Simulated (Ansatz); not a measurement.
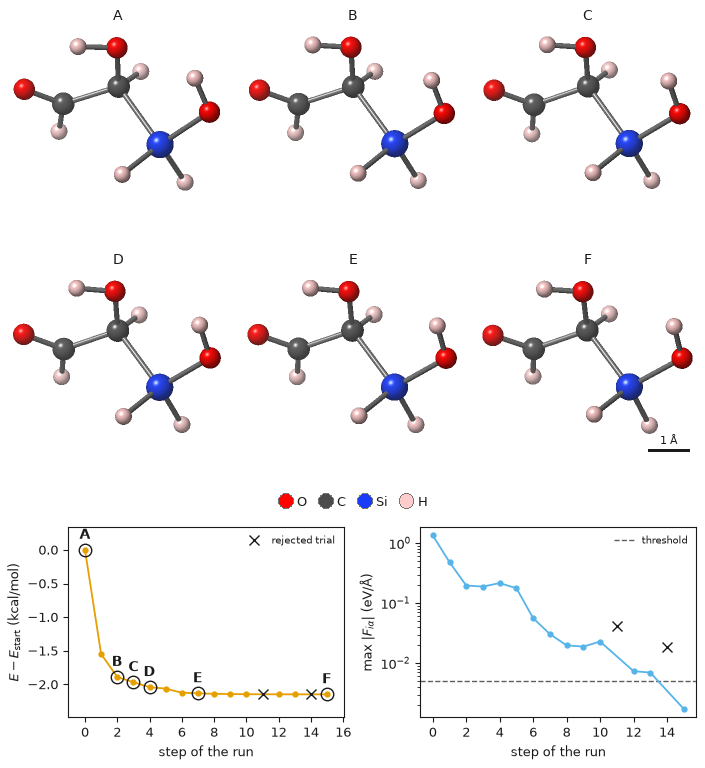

Frames of a relaxation of C₂H₆O₃Si, marked on the history of the run. A ball-and-stick model, seen at a tilt.

The start comes from PBE-D4/def2-SVP.

Computed with RKS PBE0-D4/def2-TZVP (Ansatz 0.2.0). (force threshold 0.005 eV/Å; at most 150 steps)

**What happens along the run?**

After 13 accepted moves (15 points after the start) the energy has fallen by 2.15 kcal/mol. Largest force component: 1.3 eV/Å at the start, 0.0017 eV/Å at the end. The line search rejected the trial steps at points 11, 14 of the run. An H atom moves most after the best rigid fit: 0.26 Å. By element the largest moves are H 0.26 Å, O 0.14 Å, C 0.06 Å, Si 0.05 Å. Near-neighbour distances that change, for instance: O–Si 1.675 → 1.638 Å, C–Si 1.945 → 1.915 Å, H–O 0.992 → 0.972 Å, C–H 1.127 → 1.107 Å. Bond angles that change, for instance: Si–O–H 108.3° → 114.6°, C–Si–O 103.2° → 106.6°, C–O–H 102.8° → 105.0°. The run took 24 s on 4 threads of AMD EPYC 9R45 96-Core (shared host). From step 0 to 2: an H atom moves most (0.08 Å), energy −1.89 kcal/mol. From step 2 to 3: an H atom moves most (0.06 Å), energy −0.08 kcal/mol. From step 3 to 4: an H atom moves most (0.04 Å), energy −0.07 kcal/mol. From step 4 to 7: an H atom moves most (0.07 Å), energy −0.09 kcal/mol. From step 7 to 15: an H atom moves most (0.05 Å), energy −0.02 kcal/mol.

```
step  E − E(0), kcal/mol  largest force component, eV/Å      note
   0                0.00                         1.3453          
   1               -1.55                         0.4812          
   2               -1.89                         0.1966          
   3               -1.97                         0.1889          
   4               -2.04                         0.2160          
   5               -2.06                         0.1772          
   6               -2.12                         0.0562          
   7               -2.13                         0.0305          
   8               -2.14                         0.0198          
   9               -2.14                         0.0189          
  10               -2.15                         0.0229          
  11               -2.15                         0.0420  rejected
  12               -2.15                         0.0074          
  13               -2.15                         0.0070          
  14               -2.15                         0.0189  rejected
  15               -2.15                         0.0017
```
